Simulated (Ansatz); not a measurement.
## Electronic structure of ClH5Si2 in real space

```json
{"atom": "Si", "x (Å)": "-1.2485", "y (Å)": "0.5230", "z (Å)": "-0.2777"}
{"atom": "Si", "x (Å)": "0.8919", "y (Å)": "-0.0441", "z (Å)": "0.6292"}
{"atom": "H", "x (Å)": "-0.1615", "y (Å)": "-0.7478", "z (Å)": "-0.5238"}
{"atom": "H", "x (Å)": "-2.1762", "y (Å)": "-0.6515", "z (Å)": "-0.2946"}
{"atom": "Cl", "x (Å)": "-1.1789", "y (Å)": "1.1831", "z (Å)": "-2.2534"}
{"atom": "H", "x (Å)": "1.9421", "y (Å)": "-0.9208", "z (Å)": "0.0344"}
{"atom": "H", "x (Å)": "1.5245", "y (Å)": "1.2910", "z (Å)": "0.7866"}
{"atom": "H", "x (Å)": "0.4065", "y (Å)": "-0.6330", "z (Å)": "1.8992"}
```

A transition-state structure; geometry: PBE0-D4/def2-TZVP.

The calculation used Ansatz, RKS PBE0-D4/def2-TZVPP.

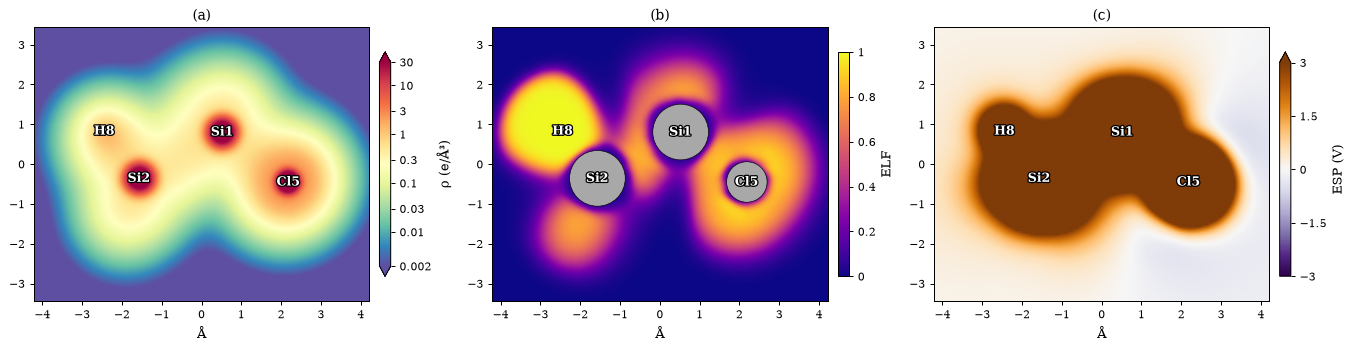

Figure 1. (a) electron density; (b) ELF; (c) molecular electrostatic potential on the plane of atoms Si2, Si1 and Cl5. Grey discs cover the atomic cores in the ELF map.

Question: Read the bonding off the picture.

Answer: Atoms in the plane: Si, Cl and H.
Si–Cl (2.08 Å): ρ is about 0.85 e/Å³ halfway; the ELF peaks at about 0.85 between the atoms, as expected for a polar covalent bond.
Si–Si (2.39 Å): ρ at the midpoint is about 0.48 e/Å³; the ELF peaks at about 0.80 between the atoms (a covalent bond).
Si–H (1.48 Å): ρ is about 0.81 e/Å³ halfway; the ELF climbs to about 1 towards the hydrogen, as it does in any bond to H.
The ELF also peaks beside Cl5, away from the bonds: lone-pair regions.
Outside the dense part of the molecule the potential is most negative (−0.5 V) near Cl5.

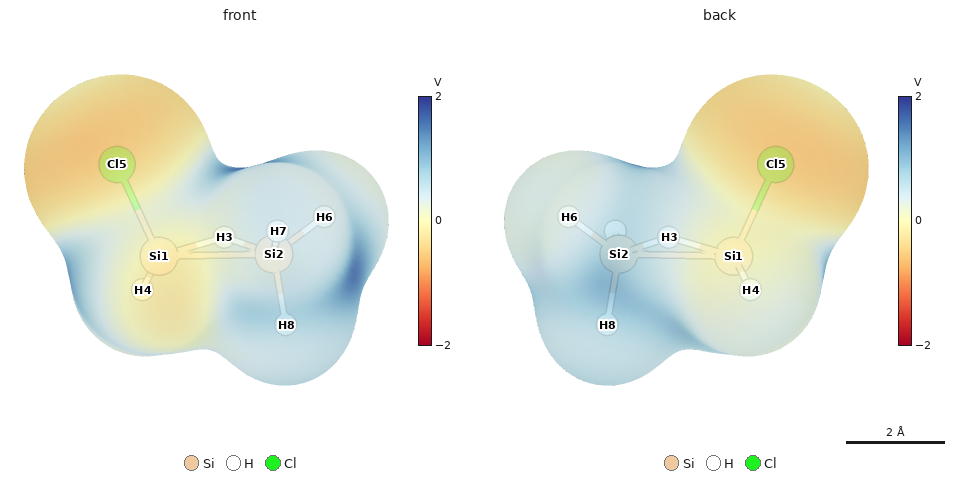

Figure 2. The molecular electrostatic potential painted on the density surface at 0.002 e/bohr³, seen from the front and from behind; the colour scale runs from red (negative) to blue (positive).

Question: Describe the electrostatic potential map.

Answer: The most negative region (about −0.6 V) lies over Cl5, the most positive (about +1.6 V) over Si2.

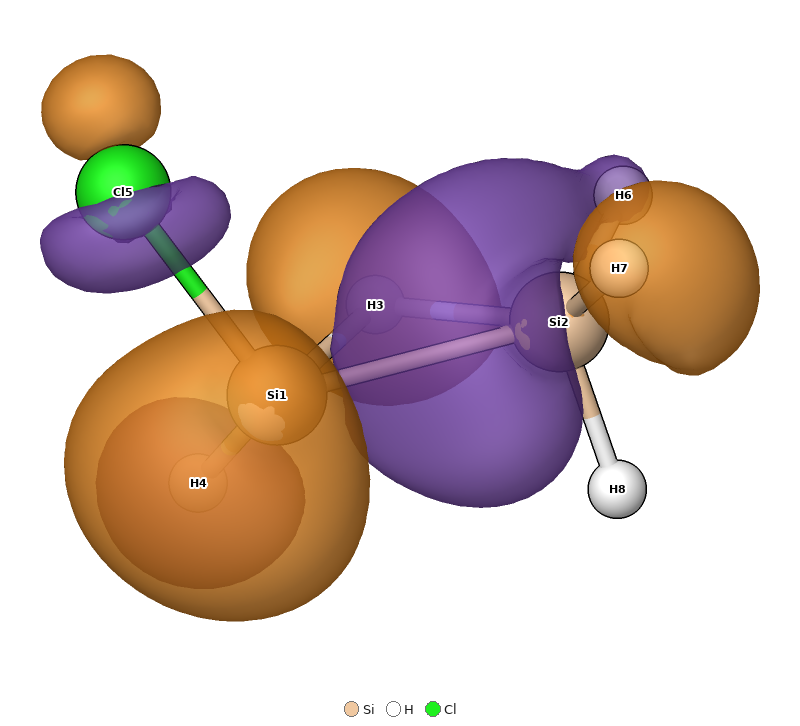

Figure 3. The LUMO at ±0.1 Å⁻³ᐟ² (orange and purple are the two phases), seen at a tilt.

Question: Where does this orbital lie, and at what energy?

Answer: It lies mainly on Si1 (about 40 %), Si2 (about 25 %), H3 (about 10 %), H4 (about 5 %), Cl5 (about 5 %) and H7 (about 5 %). Its energy is −1.44 eV.
